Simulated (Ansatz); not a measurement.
# AlCl− (doublet): from Hartree-Fock to the top rungs, aug-cc-pVTZ

Aim: climb from Hartree-Fock through coupled cluster for AlCl− (doublet) at one geometry and basis, and see what each rung misses.

The runs use Ansatz 0.2.0, Gaussian basis; aug-cc-pVTZ, core rule «outside noble gas», up to 10 orbitals frozen.

To be run: UHF; CCSD(T) on ROHF; CCSD(T) on UHF; BCCD(T) on ROHF; CCSDT(Q) on ROHF; CCSDT(Q) on UHF.

12 further runs of the same task are left out: 8 for a known fault of the program, 4 set aside as unsound or not needed.

### 1 The system

The geometry is a PBE0/def2-TZVPD stationary point (not a proven minimum).

2 atoms, charge -1, spin multiplicity 2.

Atoms are counted from 1 here; the program's logs count them from 0.

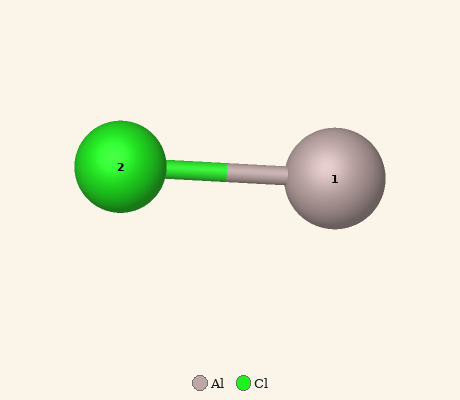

The structure; aluminium light grey, chlorine green; atoms are numbered from 1 in the order of the file.

In the tables R marks a restricted open-shell determinant and U an unrestricted one; energies count from the table's Hartree-Fock row.

### 2 UHF

in.yaml

```yaml
crystal:
  periodic: [false, false, false]
  atoms:
    - {symbol: Al, position_ang: [0.000000, 0.000000, 0.000000]}
    - {symbol: Cl, position_ang: [0.000000, 0.000000, 2.303900]}
basis:
  gaussian: {orbitals: aug-cc-pVTZ}
total_charge: -1
magnetization: {spin_polarized: true, initial_magnetization: 1}
hamiltonian: {xc: hf}
output: {orbitals: {seedname: orbitals}}
```

Started as:

```
ansatz run in.yaml --threads 1 --pin off --events-out ev --progress --plain --max-ram 4096MiB --backend cpu
```

The program printed:

```text
Functional definition: HF
  name "HF"
  cite "Fock, Z. Phys. 61, 126 (1930) doi:10.1007/BF01340294"
  parent pbe
  exchange = exact_x
  correlation = 0
843 factors; their error is unknown
mean field evaluation 1: about -19087.5398 eV, gradient 1.0e1 eV
mean field evaluation 2: about -19088.3737 eV, gradient 4.8e0 eV
mean field evaluation 4: about -19088.6038 eV, gradient 8.6e-1 eV
mean field evaluation 8: about -19088.7291 eV, gradient 1.6e-1 eV
mean field evaluation 16: about -19087.7354 eV, gradient 1.0e1 eV
mean field evaluation 32: about -19087.1508 eV, gradient 6.0e0 eV
mean field evaluation 64: about -19088.9098 eV, gradient 3.4e-1 eV
mean field evaluation 96: about -19088.9291 eV, gradient 1.5e-1 eV
mean field evaluation 128: about -19088.2407 eV, gradient 4.3e-1 eV
mean field evaluation 160: about -19087.7128 eV, gradient 2.5e-1 eV
mean field evaluation 192: about -19080.8524 eV, gradient 8.4e0 eV
mean field -19088.93101104 eV, -701.5052757136 hartree, gradient 4.7e-6 eV, S^2 0.776489; 3 other end points of the search recorded, 0 dependent functions left out
reference -19088.93101104 eV, -701.5052757136 hartree; 16, 15 occupied and 84, 85 virtual orbitals, 843 factors
Total energy: -19088.93101104 eV, -701.5052757136 hartree
```

Run time: 8.5 s. Hardware: 1 thread of AMD EPYC 7R13, shared host; peak memory 0.26 GiB.

From the report: ⟨S²⟩ of the determinant 0.776 (pure doublet: 0.75).

### 3 CCSD(T) on ROHF

in.yaml

```yaml
crystal:
  periodic: [false, false, false]
  atoms:
    - {symbol: Al, position_ang: [0.000000, 0.000000, 0.000000]}
    - {symbol: Cl, position_ang: [0.000000, 0.000000, 2.303900]}
basis:
  gaussian: {orbitals: aug-cc-pVTZ}
total_charge: -1
magnetization: {spin_polarized: false, initial_magnetization: 1}
correlation: {method: ccsd_t, electrons: outside_noble_gas}
output: {forces: true}
```

Started as:

```
ansatz run in.yaml --threads 2 --pin off --events-out ev --progress --plain --max-ram 24576MiB --backend cuda --devices 0, --max-vram 18GiB
```

The program printed, cut to the lines that bear on the results:

```text
Functional definition: HF
  name "HF"
  cite "Fock, Z. Phys. 61, 126 (1930) doi:10.1007/BF01340294"
  parent pbe
[...]
591 factors; integrals over basis functions are off by at most 1.3e-3 eV
[...]
mean field -19088.84898389 eV, -701.5022612715 hartree, gradient 1.6e-6 eV, S^2 0.750000; 20 other end points of the search recorded, 0 dependent functions left out
[...]
determinant -19088.84898389 eV, -701.5022612715 hartree, with singles and doubles -19096.65330247 eV, -701.7890646892 hartree
determinant -19088.18327344 eV, -701.4777968635 hartree, with singles and doubles -19095.77689664 eV, -701.7568573690 hartree
determinant -19087.71147579 eV, -701.4604586197 hartree, with singles and doubles -19095.38896184 eV, -701.7426010282 hartree
determinant -19087.52260054 eV, -701.4535175825 hartree, with singles and doubles -19095.20921865 eV, -701.7359955878 hartree
[...]
determinant -19085.13792923 eV, -701.3658825279 hartree, with singles and doubles -19093.16530796 eV, -701.6608832553 hartree
10 core orbitals not correlated: weight in the atoms' cores, before any rotation towards them, 1.000 or more for the frozen orbitals, at most 0.000 for the correlated occupied ones
reference -19088.84898389 eV, -701.5022612715 hartree; 6, 5 occupied and 84, 85 virtual orbitals, 591 factors
second order -7.00025103 eV of doubles, -0.03605895 eV of singles
cycle   1  -7.72347262 eV  change   -2.2e-1 eV  update   2.1e-2
[...]
cycle  13  -7.73507703 eV  change   -8.2e-8 eV  update   4.2e-7
perturbative correction -0.36131468 eV, -0.0132780695 hartree
[...]
Total energy: -19096.94537560 eV, -701.7997981790 hartree
Atom 0 at     0.000000     0.000000     0.000000 Å, force     0.000000     0.000000     0.043944 eV/Å
Atom 1 at     0.000000     0.000000     2.303900 Å, force    -0.000000    -0.000000    -0.043944 eV/Å
Dipole moment:    -0.000000     0.000000     0.752993 e Å
```

Wall time 33 s (1 × H100 (card shared with other runs) with 2 threads of AMD EPYC 7R13, shared host); peak host memory 0.93 GiB.

From the report: correlation -8.0964 eV; T1 0.023; largest double amplitude 0.09.

### 4 CCSD(T) on UHF

in.yaml, as its differences from that of step 3:

```diff
@@ -8,3 +8,3 @@
 total_charge: -1
-magnetization: {spin_polarized: false, initial_magnetization: 1}
+magnetization: {spin_polarized: true, initial_magnetization: 1}
 correlation: {method: ccsd_t, electrons: outside_noble_gas}
```

The command is unchanged.

The program printed, cut to the lines that bear on the results:

```text
Functional definition: HF
  name "HF"
  cite "Fock, Z. Phys. 61, 126 (1930) doi:10.1007/BF01340294"
  parent pbe
[...]
591 factors; integrals over basis functions are off by at most 1.3e-3 eV
[...]
mean field -19088.93176785 eV, -701.5053035258 hartree, gradient 2.4e-6 eV, S^2 0.776489; 21 other end points of the search recorded, 0 dependent functions left out
determinant -19088.93176785 eV, -701.5053035258 hartree, with singles and doubles -19096.65576914 eV, -701.7891553377 hartree
determinant -19088.18532484 eV, -701.4778722511 hartree, with singles and doubles -19095.78295313 eV, -701.7570799411 hartree
determinant -19087.71609615 eV, -701.4606284148 hartree, with singles and doubles -19095.39054639 eV, -701.7426592593 hartree
determinant -19087.54124699 eV, -701.4542028267 hartree, with singles and doubles -19095.20975686 eV, -701.7360153664 hartree
[...]
determinant -19085.90547183 eV, -701.3940891984 hartree, with singles and doubles -19092.72025489 eV, -701.6445278565 hartree
10 core orbitals not correlated: weight in the atoms' cores, before any rotation towards them, 1.000 or more for the frozen orbitals, at most 0.000 for the correlated occupied ones
reference -19088.93176785 eV, -701.5053035258 hartree; 6, 5 occupied and 84, 85 virtual orbitals, 591 factors
second order -6.93229931 eV of doubles, -0.00000000 eV of singles
cycle   1  -7.64762548 eV  change   -2.2e-1 eV  update   2.0e-2
[...]
cycle  15  -7.65755146 eV  change   -9.8e-9 eV  update   1.0e-7
perturbative correction -0.35576793 eV, -0.0130742304 hartree
[...]
Total energy: -19096.94508724 eV, -701.7997875818 hartree
Atom 0 at     0.000000     0.000000     0.000000 Å, force     0.000000    -0.000000     0.044797 eV/Å
Atom 1 at     0.000000     0.000000     2.303900 Å, force     0.000000    -0.000000    -0.044797 eV/Å
Dipole moment:     0.000000     0.000000     0.753321 e Å
```

It took 23 s on 1 × H100 (card shared with other runs) with 2 threads of AMD EPYC 7R13, shared host; peak host memory 0.93 GiB.

From the report: ⟨S²⟩ of the determinant 0.776 (pure doublet: 0.75); correlation -8.0133 eV; T1 0.017; largest double amplitude 0.08.

### 5 BCCD(T) on ROHF

in.yaml

```yaml
crystal:
  periodic: [false, false, false]
  atoms:
    - {symbol: Al, position_ang: [0.000000, 0.000000, 0.000000]}
    - {symbol: Cl, position_ang: [0.000000, 0.000000, 2.303900]}
basis:
  gaussian: {orbitals: aug-cc-pVTZ}
total_charge: -1
magnetization: {spin_polarized: false, initial_magnetization: 1}
correlation: {method: bccd_t, electrons: outside_noble_gas}
```

Same command.

The program printed, cut to the lines that bear on the results:

```text
Functional definition: HF
  name "HF"
  cite "Fock, Z. Phys. 61, 126 (1930) doi:10.1007/BF01340294"
  parent pbe
[...]
591 factors; integrals over basis functions are off by at most 1.3e-3 eV
[...]
mean field -19088.84898389 eV, -701.5022612715 hartree, gradient 1.6e-6 eV, S^2 0.750000; 20 other end points of the search recorded, 0 dependent functions left out
[...]
determinant -19088.84898389 eV, -701.5022612715 hartree, with singles and doubles -19096.65330247 eV, -701.7890646892 hartree
determinant -19088.18327344 eV, -701.4777968635 hartree, with singles and doubles -19095.77689664 eV, -701.7568573690 hartree
determinant -19087.71147579 eV, -701.4604586197 hartree, with singles and doubles -19095.38896184 eV, -701.7426010282 hartree
determinant -19087.52260054 eV, -701.4535175825 hartree, with singles and doubles -19095.20921865 eV, -701.7359955878 hartree
determinant -19086.48463095 eV, -701.4153729036 hartree, with singles and doubles -19094.22229676 eV, -701.6997268771 hartree
determinant -19085.13792923 eV, -701.3658825279 hartree, with singles and doubles -19093.16530796 eV, -701.6608832553 hartree
10 core orbitals not correlated: weight in the atoms' cores, before any rotation towards them, 1.000 or more for the frozen orbitals, at most 0.000 for the correlated occupied ones
reference -19088.84898389 eV, -701.5022612715 hartree; 6, 5 occupied and 84, 85 virtual orbitals, 591 factors
second order -7.00025103 eV of doubles, -0.03605895 eV of singles
cycle   1  -7.72559101 eV  change   -2.2e-1 eV  update   2.2e-2
[...]
cycle  10  -7.73213786 eV  change    8.0e-6 eV  update   1.1e-5
perturbative correction -0.36538591 eV, -0.0134276847 hartree
Total energy: -19096.94650767 eV, -701.7998397816 hartree
```

It took 16 s on 1 × H100 (card shared with other runs) with 2 threads of AMD EPYC 7R13, shared host; peak host memory 0.81 GiB.

From the report: correlation -8.0975 eV; largest double amplitude 0.08.

### 6 CCSDT(Q) on ROHF

in.yaml, as its differences from that of step 5:

```diff
@@ -9,2 +9,2 @@
 magnetization: {spin_polarized: false, initial_magnetization: 1}
-correlation: {method: bccd_t, electrons: outside_noble_gas}
+correlation: {method: ccsdt_q, electrons: outside_noble_gas}
```

Launched as before.

The program printed, cut to the lines that bear on the results:

```text
Functional definition: HF
  name "HF"
  cite "Fock, Z. Phys. 61, 126 (1930) doi:10.1007/BF01340294"
  parent pbe
[...]
1076 factors; integrals over basis functions are off by at most 1.2e-7 eV
[...]
mean field -19088.84898780 eV, -701.5022614149 hartree, gradient 1.7e-6 eV, S^2 0.750000; 20 other end points of the search recorded, 0 dependent functions left out
[...]
determinant -19088.84898780 eV, -701.5022614149 hartree, with singles and doubles -19096.65331930 eV, -701.7890653076 hartree
determinant -19088.18327779 eV, -701.4777970236 hartree, with singles and doubles -19095.77691346 eV, -701.7568579871 hartree
determinant -19087.71147813 eV, -701.4604587059 hartree, with singles and doubles -19095.38897898 eV, -701.7426016580 hartree
determinant -19087.52260654 eV, -701.4535178027 hartree, with singles and doubles -19095.20923835 eV, -701.7359963116 hartree
determinant -19086.48463558 eV, -701.4153730737 hartree, with singles and doubles -19094.22231574 eV, -701.6997275746 hartree
determinant -19085.13793254 eV, -701.3658826498 hartree, with singles and doubles -19093.16532482 eV, -701.6608838748 hartree
10 core orbitals not correlated: weight in the atoms' cores, before any rotation towards them, 1.000 or more for the frozen orbitals, at most 0.000 for the correlated occupied ones
reference -19088.84898780 eV, -701.5022614149 hartree; 6, 5 occupied and 84, 85 virtual orbitals, 1076 factors
second order -7.00026666 eV of doubles, -0.03605897 eV of singles
cycle   1  -7.49786642 eV  change   -4.6e-1 eV  update   9.2e-2
[...]
cycle  16  -8.12347458 eV  change   -6.0e-7 eV  update   1.4e-6
perturbative correction -0.01733251 eV, -0.0006369578 hartree
Total energy: -19096.98979488 eV, -701.8014305573 hartree
```

Wall time 31 s (1 × H100 (card shared with other runs) with 2 threads of AMD EPYC 7R13, shared host); peak host memory 1.1 GiB.

From the report: correlation -8.1408 eV; T1 0.023; largest double amplitude 0.09.

### 7 CCSDT(Q) on UHF

in.yaml, as its differences from that of step 6:

```diff
@@ -8,3 +8,3 @@
 total_charge: -1
-magnetization: {spin_polarized: false, initial_magnetization: 1}
+magnetization: {spin_polarized: true, initial_magnetization: 1}
 correlation: {method: ccsdt_q, electrons: outside_noble_gas}
```

The command is unchanged.

The program printed, cut to the lines that bear on the results:

```text
Functional definition: HF
  name "HF"
  cite "Fock, Z. Phys. 61, 126 (1930) doi:10.1007/BF01340294"
  parent pbe
[...]
1076 factors; integrals over basis functions are off by at most 1.2e-7 eV
[...]
mean field -19088.93177186 eV, -701.5053036730 hartree, gradient 1.8e-6 eV, S^2 0.776489; 19 other end points of the search recorded, 0 dependent functions left out
determinant -19088.93177186 eV, -701.5053036730 hartree, with singles and doubles -19096.65578637 eV, -701.7891559710 hartree
determinant -19088.18532922 eV, -701.4778724122 hartree, with singles and doubles -19095.78296942 eV, -701.7570805398 hartree
determinant -19087.71609856 eV, -701.4606285035 hartree, with singles and doubles -19095.39056296 eV, -701.7426598681 hartree
determinant -19087.54125364 eV, -701.4542030710 hartree, with singles and doubles -19095.20977848 eV, -701.7360161611 hartree
determinant -19086.49444835 eV, -701.4157336861 hartree, with singles and doubles -19094.23271140 eV, -701.7001096080 hartree
determinant -19086.24777034 eV, -701.4066684367 hartree, with singles and doubles -19093.67092243 eV, -701.6794642445 hartree
determinant -19085.94049734 eV, -701.3953763620 hartree, with singles and doubles -19093.01164832 eV, -701.6552363675 hartree
determinant -19085.90547700 eV, -701.3940893883 hartree, with singles and doubles -19092.72027840 eV, -701.6445287206 hartree
10 core orbitals not correlated: weight in the atoms' cores, before any rotation towards them, 1.000 or more for the frozen orbitals, at most 0.000 for the correlated occupied ones
reference -19088.93177186 eV, -701.5053036730 hartree; 6, 5 occupied and 84, 85 virtual orbitals, 1076 factors
second order -6.93231495 eV of doubles, -0.00000000 eV of singles
cycle   1  -7.40342676 eV  change   -4.7e-1 eV  update   9.1e-2
[...]
cycle  17  -8.04107109 eV  change    1.5e-7 eV  update   8.9e-7
perturbative correction -0.01804763 eV, -0.0006632383 hartree
Total energy: -19096.99089059 eV, -701.8014708237 hartree
```

Run time: 30 s. Hardware: 1 × H100 (card shared with other runs) with 2 threads of AMD EPYC 7R13, shared host; peak host memory 1 GiB.

From the report: ⟨S²⟩ of the determinant 0.776 (pure doublet: 0.75); correlation -8.0591 eV; T1 0.018; largest double amplitude 0.09.

### 8 All levels against the top one

The yardstick is UCCSDT(Q), where the cluster series has nearly closed. Rows without a time come out of other runs: HF, MP2 and CCSD of CCSD(T), CCSDT of CCSDT(Q). The times of RCCSD(T), UCCSD(T) include forces.

Differences are taken before rounding.

| method | energy from the lowest ROHF (kJ/mol) | from UCCSDT(Q) (kJ/mol) | time |
| --- | --- | --- | --- |
| ROHF | 0.0 | +785.6 |  |
| UHF | -8.0 | +777.6 |  |
| RMP2 | -678.9 | +106.7 |  |
| UMP2 | -676.9 | +108.7 |  |
| RCCSD | -746.3 | +39.3 |  |
| UCCSD | -746.8 | +38.7 |  |
| RCCSD(T) | -781.2 | +4.4 | 33 s |
| UCCSD(T) | -781.2 | +4.4 | 23 s |
| BCCD(T) | -781.3 | +4.3 | 16 s |
| RCCSDT | -783.8 | +1.8 |  |
| UCCSDT | -783.8 | +1.7 |  |
| RCCSDT(Q) | -785.5 | +0.1 | 31 s |
| UCCSDT(Q) | -785.6 | 0 | 30 s |

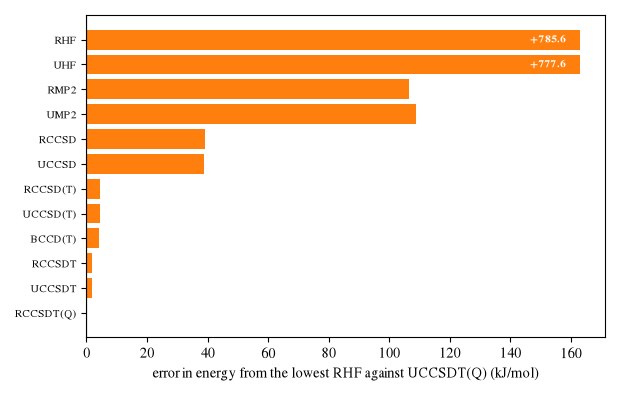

How far each level lands from UCCSDT(Q). Bars with a number in them are cut short.

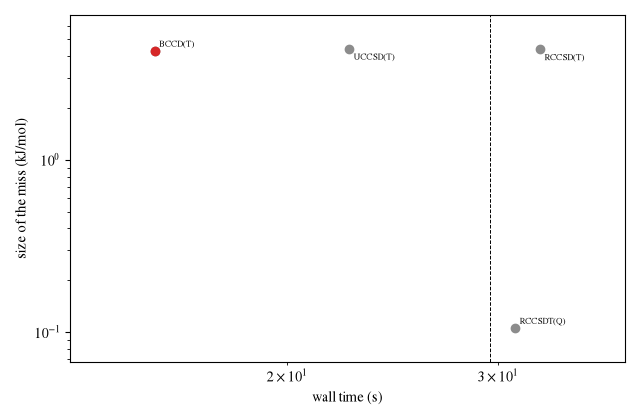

Accuracy for the time spent; red marks the levels that beat every quicker one drawn (of those quicker than the yardstick), and the dashed line is the time of UCCSDT(Q). Times are from a shared host.

### 9 Summary of results

| quantity | value |
| --- | --- |
| UCCSDT(Q) from the ROHF energy | -8.1419 eV |
| RMP2 from UCCSDT(Q) | +106.7 kJ/mol |
| UMP2 from UCCSDT(Q) | +108.7 kJ/mol |
| RCCSD from UCCSDT(Q) | +39.3 kJ/mol |
| RCCSD(T) from UCCSDT(Q) | +4.4 kJ/mol |
| UCCSD(T) from UCCSDT(Q) | +4.4 kJ/mol |
| RCCSDT(Q) from UCCSDT(Q) | +0.1 kJ/mol |
| levels within 1 kcal/mol (43 meV) | RCCSDT, UCCSDT, RCCSDT(Q) |
| T1 diagnostic | 0.023 |

RCCSD(T) lands +4.4 kJ/mol from the yardstick (0.6 % of the correlation energy). These misses are within one basis, not against nature; the frozen cores of restricted and unrestricted runs differ, which can shift their rows.

BCCD(T) reaches 4.3 kJ/mol from the reference in 16 s, where UCCSDT(Q) took 30 s.
